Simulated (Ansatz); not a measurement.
# Screening in SrLi2SnS4 (I-42m)

How strongly does SrLi2SnS4 (I-42m) screen? Routes: perturbation theory, a sum over states and the RPA step of G0W0.

Method: linear response on PBE, plane waves, PAW, in Ansatz 0.2.0.

### 1. The starting structure

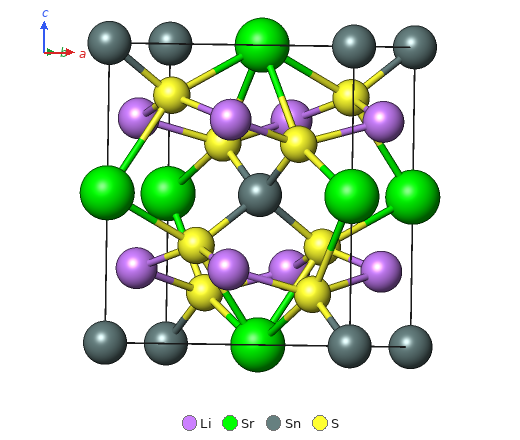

The starting structure, seen slightly off an axis (lithium purple, strontium green, tin teal, sulfur yellow). This picture shows the conventional cell, with its axes. Bonds to atoms that aren't drawn are left out. Some periodic images of atoms are drawn too.

Coordinates:

```cif
data_structure
_symmetry_space_group_name_H-M 'I-42m'
_symmetry_Int_Tables_number 121
_cell_length_a 6.6590
_cell_length_b 6.6590
_cell_length_c 7.9180
_cell_angle_alpha 90.000
_cell_angle_beta 90.000
_cell_angle_gamma 90.000
_cell_volume 351.10
loop_
_atom_site_label
_atom_site_type_symbol
_atom_site_symmetry_multiplicity
_atom_site_Wyckoff_symbol
_atom_site_fract_x
_atom_site_fract_y
_atom_site_fract_z
_atom_site_occupancy
Li1 Li 4 d 0.50000 0.00000 0.25000 1
Sr1 Sr 2 b 0.00000 0.00000 0.50000 1
Sn1 Sn 2 a 0.00000 0.00000 0.00000 1
S1 S 8 i 0.20660 0.20660 0.82866 1
```

The cell and positions come from the Crystallography Open Database and are kept as given unless a step says otherwise. The default PAW set here is soft_2. Its files were made with PBE.

### 2. Response to a homogeneous field

The response to a uniform field gives ε∞, a yardstick for the screening that GW builds on its mesh.

This step: dielectric response by perturbation theory, PBE, plane waves, PAW.

input.yaml

```yaml
crystal:
  lattice:
    - [-3.3295, 3.3295, 3.959]
    - [3.3295, -3.3295, 3.959]
    - [3.3295, 3.3295, -3.959]
  atoms:
    - { symbol: Li, position: [0.25, 0.75, 0.5] }
    - { symbol: Li, position: [0.75, 0.25, 0.5] }
    - { symbol: Sr, position: [0.5, 0.5, 0.0] }
    - { symbol: Sn, position: [0.0, 0.0, 0.0] }
    - { symbol: S, position: [0.03526, 0.03526, 0.4132] }
    - { symbol: S, position: [0.96474, 0.37794, 0.0] }
    - { symbol: S, position: [0.62206, 0.62206, 0.5868] }
    - { symbol: S, position: [0.37794, 0.96474, 0.0] }
kpoints:
  mp_grid: { grid: [4, 4, 4] }
hamiltonian:
  xc: pbe
scf:
  occupations: { method: fixed }
dielectric: {}
```

The run is started by

```sh
ansatz run input.yaml --threads 2 --pin off --max-ram 92160MiB --backend cuda --events-out ev --progress --plain --runs-dir out --devices 1 --max-vram 13GiB  # rebuilt from the run's record
```

Numbers of over 12 decimals in the logs are rounded to 6 here.

The program printed:

```text
GPUs: using 1 of 1 available (devices: 1).
Engine: ansatz 0.2.0, x86_64-unknown-linux-gnu
Pseudopotentials: kind: paw
Pseudopotential: Li, paw, valence charge 3, recommended cutoff 420 eV (normal), Li.paw.azcp
Pseudopotential: Sr, paw, valence charge 10, recommended cutoff 420 eV (normal), Sr.paw.azcp
Pseudopotential: Sn, paw, valence charge 14, recommended cutoff 420 eV (normal), Sn.paw.azcp
Pseudopotential: S, paw, valence charge 6, recommended cutoff 420 eV (normal), S.paw.azcp
Functional definition: PBE
  parameter kappa = 0.804
  parameter beta = 0.066725
  exchange = pbe_x(kappa = kappa, mu = beta*pi^2/3)
  correlation = pbe_c(beta = beta)
device memory: the entry about to start is reckoned to put 2.1 GiB on a device that reports 61.7 GiB free (of which the cap on the GPU budget leaves the run 13.0 GiB)
GPU FFT provider: cuFFT
GPU libraries: cuBLAS 13.8.2, cuFFT 12.4.0, cuSOLVER 12.3.4
Crystal: 8 atoms, lattice volume = 175.551 Å³
Basis set: ecut = 420 eV, 3445 PW (Γ), exchange–correlation on 90×90×90 points (8 copies of the dense FFT grid, shifted against one another)
Bands: 35, of which v1, the nominal top of the filled ones, is band 27 counted from 1 (26 counted from 0)
Symmetry: 8 space group operations
k-points: 36 of 64 (irreducible under 1 space group operation, time reversal used)
Non-local potential: Li, projectors of the file, l = 0: 3, l = 1: 2, l = 2: 1
Non-local potential: Sr, projectors of the file, l = 0: 3, l = 1: 2, l = 2: 2
Non-local potential: Sn, projectors of the file, l = 0: 2, l = 1: 2, l = 2: 2, l = 3: 2
Non-local potential: S, projectors of the file, l = 0: 2, l = 1: 2, l = 2: 2
PAW form: soft (Blöchl's): semilocal exchange-correlation on the pseudo side does not see the compensation charge
PAW one-centre angular grid: Li, 110 points (default); XC on 64 Gauss nodes
PAW one-centre angular grid: Sr, 110 points (default); XC on 64 Gauss nodes
PAW one-centre angular grid: Sn, 590 points (default); XC on 64 Gauss nodes
PAW one-centre angular grid: S, 110 points (default); XC on 64 Gauss nodes
Initial density: superposition of atomic densities (neutral atoms: chi_scale 0, normalization atom), corrected by the library's trained network
Initial wavefunctions: pseudopotential atomic-orbital guess
GPU buffer pool allocated for 91125 grid points (all kernels)
GPU transforms: local potential and band sums: pruned to the plane-wave sphere, on 45×45×45
Functional: x = pbe(κ = 0.804, μ = 0.219515), c = pbe(β = 0.066725)
SCF iter   1: F=—  HF=-13595.927803 eV  |F-HF|=—  |Δ(HF+E_count)|=         —  Δρ=7.78e-4  dr2=8.90e-4  ethr=1.77e-3  ⟨swp⟩=5.9  Hψ=5213  notcnv=0  defer=190
preconditioner: auto → Resta (q_TF=auto, 2.242 Å⁻¹)  ε∞=3.4  [insulator: Δε(μ)=2.669 eV  Ē_g=11.238 eV  n_scr=26 (ndim 8)  ℏωp=17.3 eV  f_vac=0.016  ε∞_Penn≈3.4]
SCF iter   2: F=—  HF=-13595.930499 eV  |F-HF|=—  |Δ(HF+E_count)|=   2.70e-3  Δρ=4.10e-4  dr2=1.96e-4  ethr=1.65e-6  ⟨swp⟩=3.7  Hψ=3335  notcnv=0  defer=215
SCF iter   3: F=—  HF=-13595.930780 eV  |F-HF|=—  |Δ(HF+E_count)|=   2.81e-4  Δρ=2.27e-4  dr2=6.20e-5  ethr=3.63e-7  ⟨swp⟩=2.0  Hψ=2115  notcnv=0  defer=215
SCF iter   4: F=—  HF=-13595.931010 eV  |F-HF|=—  |Δ(HF+E_count)|=   2.30e-4  Δρ=2.91e-5  dr2=1.39e-6  ethr=1.15e-7  ⟨swp⟩=2.4  Hψ=1952  notcnv=0  defer=215
SCF iter   5: F=—  HF=-13595.931065 eV  |F-HF|=—  |Δ(HF+E_count)|=   5.57e-5  Δρ=9.27e-6  dr2=1.96e-7  ethr=2.57e-9  ⟨swp⟩=2.0  Hψ=2079  notcnv=0  defer=190
SCF iter   6: F=—  HF=-13595.931066 eV  |F-HF|=—  |Δ(HF+E_count)|=   2.27e-7  Δρ=3.30e-6  dr2=2.77e-8  ethr=3.63e-10  ⟨swp⟩=3.0  Hψ=2070  notcnv=0  defer=193
SCF iter   7: F=—  HF=-13595.931066 eV  |F-HF|=—  |Δ(HF+E_count)|=   2.25e-8  Δρ=7.89e-7  dr2=2.73e-9  ethr=5.14e-11  ⟨swp⟩=3.0  Hψ=2057  notcnv=0  defer=193
SCF iter   8: F=-13595.931066 eV  HF=-13595.931066 eV  |F-HF|=4.73e-11  |Δ(HF+E_count)|=   1.71e-9  Δρ=1.60e-7  dr2=8.91e-11  ethr=1.00e-12  ⟨swp⟩=12.7  Hψ=8022  notcnv=0
SCF 1 converged in 8 iterations: F = -13595.931066 eV  dr2 = 8.91e-11
  greatest PAW one-centre occupation: 1.000 electrons in one spin orbital (limit 2), on the Li atom at site 1 (counted from 0), in its partial waves of l = 0
the response reads at least the filled bands of the reference SCF and the lowest empty band at each k-point, and that SCF's band table does not vouch for those bands. The notice of the band table in this run's record says why
device memory: the entry about to start is reckoned to put 0.8 GiB on a device that reports 62.5 GiB free (of which the cap on the GPU budget leaves the run 12.9 GiB)
NSCF: frozen V_eff on 1 k-points
device memory: the entry about to start is reckoned to put 0.8 GiB on a device that reports 62.5 GiB free (of which the cap on the GPU budget leaves the run 12.9 GiB)
NSCF: frozen V_eff on 1 k-points
device memory: the entry about to start is reckoned to put 0.8 GiB on a device that reports 62.5 GiB free (of which the cap on the GPU budget leaves the run 12.9 GiB)
NSCF: frozen V_eff on 1 k-points
device memory: the entry about to start is reckoned to put 0.1 GiB (of the 0.2 GiB reckoned in all, the device holds 0.1 GiB already) on a device that reports 62.1 GiB free (of which the cap on the GPU budget leaves the run 12.9 GiB)
device memory: the entry about to start is reckoned to put 1.7 GiB (of the 1.7 GiB reckoned in all, the device holds 0.1 GiB already) on a device that reports 61.9 GiB free (of which the cap on the GPU budget leaves the run 12.9 GiB)
DFPT response loops at Γ: preconditioner auto → none (the input reference at scf.mixing.eps_inf says where Resta's filter doesn't serve); β = 0.50; Broyden in place of MSR1
── the response to a field inside a basis, on 4×4×4 k-points: an SCF that follows is theirs, and a resumed run solves both again ──
device memory: the entry about to start is reckoned to put 0.4 GiB on a device that reports 59.2 GiB free (of which the cap on the GPU budget leaves the run 12.9 GiB)
GPU FFT provider: cuFFT
GPU libraries: cuBLAS 13.8.2, cuFFT 12.4.0, cuSOLVER 12.3.4
Bands: 28, of which v1, the nominal top of the filled ones, is band 27 counted from 1 (26 counted from 0)
k-points: 11 of 64 (time reversal used)
Initial density: handed on by an earlier stage of this run
Initial wavefunctions: pseudopotential atomic-orbital guess (no wavefunctions were taken with the density)
GPU buffer pool allocated for 91125 grid points (all kernels)
GPU transforms: band sums: pruned to the plane-wave sphere, on 45×45×45
Eigensolver: Dense (11 Hₖ)
SCF iter   1: F=—  HF=-13595.893441 eV  |F-HF|=—  |Δ(HF+E_count)|=         —  Δρ=1.51e-4  dr2=9.94e-6  ethr=1.00e-1
preconditioner: auto → Resta (q_TF=auto, 2.242 Å⁻¹)  ε∞=4.5  [insulator: Δε(μ)=2.959 eV  Ē_g=9.287 eV  n_scr=26 (ndim 8)  ℏωp=17.3 eV  f_vac=0.014  ε∞_Penn≈4.5]
SCF iter   2: F=—  HF=-13595.893452 eV  |F-HF|=—  |Δ(HF+E_count)|=   1.08e-5  Δρ=8.02e-5  dr2=2.88e-6  ethr=1.84e-8
SCF iter   3: F=-13595.893457 eV  HF=-13595.893457 eV  |F-HF|=2.77e-8  |Δ(HF+E_count)|=   4.86e-6  Δρ=6.72e-6  dr2=5.84e-8  ethr=5.33e-9
SCF 1 converged in 3 iterations: F = -13595.893457 eV  dr2 = 5.84e-8
device memory: the entry about to start is reckoned to put 0.1 GiB on a device that reports 59.2 GiB free (of which the cap on the GPU budget leaves the run 12.9 GiB)
device memory: the entry about to start is reckoned to put 2.1 GiB on a device that reports 59.0 GiB free (of which the cap on the GPU budget leaves the run 12.7 GiB)
DFPT response loops at Γ: mixed as the last ones told, above
SCF converged after 8 iterations
Free energy (F): -13595.931066 eV
Harris-Foulkes:  -13595.931066 eV  (|F-HF|=4.73e-11)
Internal energy: -13595.931066 eV  (E = F + TS)
E sigma→0 (E₀):  -13595.931066 eV
Fermi energy:    5.050599 eV
--- Per-component energies (eV) ---
  E_band       = -421.799116
  E_kinetic    = 907.310348
  E_local      = -2750.246978  (includes V_loc(G=0)·N_el)
  E_nonlocal   = 218.748946
  E_hartree    = 1145.235012
  E_xc         = -967.606009
  E_vxc        = -638.253030  (∫ρ·V_xc dr)
  E_paw        = -9279.957481  (= ΣΔE_a)
  E_vpaw       = -449.828619  (= ΣTr[D̂ρ^β])
  E_aug_tail   = 0.000042  (compensation charges beyond the density's cutoff)
  E_ewald      = -2869.414945
  E_smearing   = -0.000000  (= −TS)
  E_closure    = -0.000000  (closes the sum)
  Σ components = -13595.931066   (vs F -13595.931066, Δ=0.00e0)
--- Band table (eV; the first three rows and the last of 36) ---
  k-point 0: bands = [... 23 lower, 4.0762, 4.5913, 4.6735, 4.6735, 7.7472, 8.9842, 9.7273, 10.1199, ... 4 higher]
  k-point 1: bands = [... 23 lower, 4.2302, 4.2411, 4.4591, 4.4926, 8.0687, 8.9618, 9.2892, 9.9297, ... 4 higher]
  k-point 2: bands = [... 23 lower, 3.7626, 3.9718, 4.0097, 4.5392, 8.2150, 9.3861, 9.6999, 9.8484, ... 4 higher]
  k-point 35: bands = [... 23 lower, 3.3064, 4.5728, 4.5728, 5.0506, 7.7231, 9.2158, 9.2158, 9.5539, ... 4 higher]
--- Dielectric response (ions clamped): 3 representative field directions + reference, inside a basis on a mesh of 64 k-points (Σ response iterations 18) ---
  ε∞ (high-frequency dielectric tensor):
        5.088944     0.000000    -0.000000
        0.000000     5.088944    -0.000000
       -0.000000    -0.000000     4.943429
  Born effective charges Z* (e; rows j = field, columns β = displacement):
    site 0:
         1.25111    0.24011   -0.00000
        -0.24011    1.25111    0.00000
         0.00000    0.00000    0.69139
    site 1:
         1.25111   -0.24011   -0.00000
         0.24011    1.25111    0.00000
         0.00000    0.00000    0.69139
    site 2:
         2.51330   -0.00000    0.00000
         0.00000    2.51330   -0.00000
         0.00000   -0.00000    2.80843
    site 3:
         2.94360   -0.00000    0.00000
         0.00000    2.94360    0.00000
         0.00000    0.00000    3.30569
    site 4:
        -1.98978   -0.33029    0.02546
        -0.33029   -1.98978    0.02546
         0.10341    0.10341   -1.87422
    site 5:
        -1.98978    0.33029   -0.02546
         0.33029   -1.98978    0.02546
        -0.10341    0.10341   -1.87422
    site 6:
        -1.98978   -0.33029   -0.02546
        -0.33029   -1.98978   -0.02546
        -0.10341   -0.10341   -1.87422
    site 7:
        -1.98978    0.33029    0.02546
         0.33029   -1.98978   -0.02546
         0.10341   -0.10341   -1.87422
  Z* charge neutrality: 1.121e-2 e pre-enforcement
  solved inside a basis spanned on kpoints, on 4×4×4 k-points, its susceptibility summed on 8×8×8: ε∞ is read to err by 1.5e-2, Z* by 1.8e-2 e (field_mesh: kpoints solves on kpoints); Z* is corrected for what the basis lacks
```

Run time: 34 s. Hardware: 1 × NVIDIA H100 80GB HBM3 (shared by 6 runs) with 2 threads of AMD EPYC 7R13 (Zen 3), shared host; peak memory 1.9 GiB.

Numbers from this step:

| Item | Value |
| --- | --- |
| stated error of ε∞ | 0.015 |

One over ε∞ averages 0.20, somewhat under the quarter of exact exchange in PBE0.

High-frequency dielectric tensor:

```
5.09 0.00 0.00
0.00 5.09 0.00
0.00 0.00 4.94
```

Born effective charge (e), principal values of the symmetric part by kind of site:

```tsv
atom	atoms with these values	low	middle	high	mean
Li1	2	0.69	1.25	1.25	1.06
Sr3	1	2.51	2.51	2.81	2.61
Sn4	1	2.94	2.94	3.31	3.06
S5	4	-2.34	-1.86	-1.66	-1.95
```

In full for S5:

```
-1.99 -0.33  0.03
-0.33 -1.99  0.03
 0.10  0.10 -1.87
```

### 3. Independent-particle spectrum

The independent-particle spectrum shows where the oscillator strength lies, before excitons and local fields.

This step: independent-particle optics on PBE, plane waves, PAW.

input.yaml: that of step 2 with these lines changed.

```diff
@@ -15,3 +15,3 @@
 kpoints:
-  mp_grid: { grid: [4, 4, 4] }
+  mp_grid: { grid: [6, 6, 6] }
 hamiltonian:
@@ -20,2 +20,4 @@
   occupations: { method: fixed }
-dielectric: {}
+  n_extra_bands: 120
+output:
+  optics: { e_range: [0, 25], de: 0.1, sigma: 0.2 }
```

The program printed:

```text
[...]
GPUs: using 1 of 1 available (devices: 1).
[...]
GPU FFT provider: cuFFT
GPU libraries: cuBLAS 13.8.2, cuFFT 12.4.0, cuSOLVER 12.3.4
Crystal: 8 atoms, lattice volume = 175.551 Å³
Basis set: ecut = 420 eV, 3445 PW (Γ)
Bands: 147, of which v1, the nominal top of the filled ones, is band 27 counted from 1 (26 counted from 0)
Symmetry: 8 space group operations
[...]
k-points: 30 of 216 (time reversal used)
[...]
GPU buffer pool allocated for 91125 grid points (all kernels)
[...]
SCF iter   1: F=—  HF=-13595.930621 eV  |F-HF|=—  |Δ(HF+E_count)|=         —  Δρ=8.30e-4  dr2=6.17e-4  ethr=1.77e-3  ⟨swp⟩=4.7  Hψ=15745  notcnv=0  defer=3503
[...]
SCF iter   9: F=-13595.931195 eV  HF=-13595.931195 eV  |F-HF|=3.64e-12  |Δ(HF+E_count)|=  1.66e-10  Δρ=4.91e-8  dr2=2.91e-12  ethr=1.00e-12  ⟨swp⟩=17.1  Hψ=50494  notcnv=0
SCF 1 converged in 9 iterations: F = -13595.931195 eV  dr2 = 2.91e-12
[...]
Optics k sum: 0 of 30 k-points
Optics k sum: 2 of 30 k-points
[...]
Optics k sum: 30 of 30 k-points
[...]
SCF converged after 9 iterations
Free energy (F): -13595.931195 eV
[...]
Internal energy: -13595.931195 eV  (E = F + TS)
E sigma→0 (E₀):  -13595.931195 eV
Fermi energy:    5.050609 eV
[...]
--- Band table (eV; the first three rows and the last of 30) ---
  k-point 0: bands = [... 23 lower, 4.0762, 4.5914, 4.6736, 4.6736, 7.7472, 8.9843, 9.7274, 10.1199, ... 116 higher]
  k-point 1: bands = [... 23 lower, 4.2522, 4.3495, 4.5216, 4.5455, 7.9932, 8.9410, 9.3547, 10.0382, ... 116 higher]
  k-point 2: bands = [... 23 lower, 4.0453, 4.1591, 4.3100, 4.5461, 8.0940, 9.0922, 9.4290, 9.7117, ... 116 higher]
  k-point 29: bands = [... 23 lower, 3.3064, 4.5728, 4.5728, 5.0506, 7.7232, 9.2158, 9.2158, 9.5539, ... 116 higher]
```

Wall time 30 s (1 × NVIDIA H100 80GB HBM3 (shared by 6 runs) with 2 threads); peak memory 2.3 GiB.

Numbers from this step:

- ε∞ without local fields (xx, yy, zz): 5.777, 5.777, 5.544
- electrons in the f-sum (xx, yy, zz): 45.25, 45.25, 45.25
- bands in the explicit sum (the static value is completed to all bands): 147

The sum gives ε∞ = 5.78 and 5.54 without local fields.

[end of part 1 of 2]

[Paths, hosts, dates, memory and timing lines, banners, echoed tables and standing remarks are left out of the program output.]

[Logs are printed without paths, hosts, clocks, repeated set-up lines and the standing remarks that a program may print on its own settings, such as how far it seeks lower states.]

[Runs of the session that timed out or met a known fault of the program may be left out.]

[Cells called generated may have been cut or substituted from an entry of the Crystallography Open Database or the Materials Project.]

[Hosts, paths, dates, database ids (printed as entryN), source tags and the programs' standing remarks are cut or masked in the printed files.]
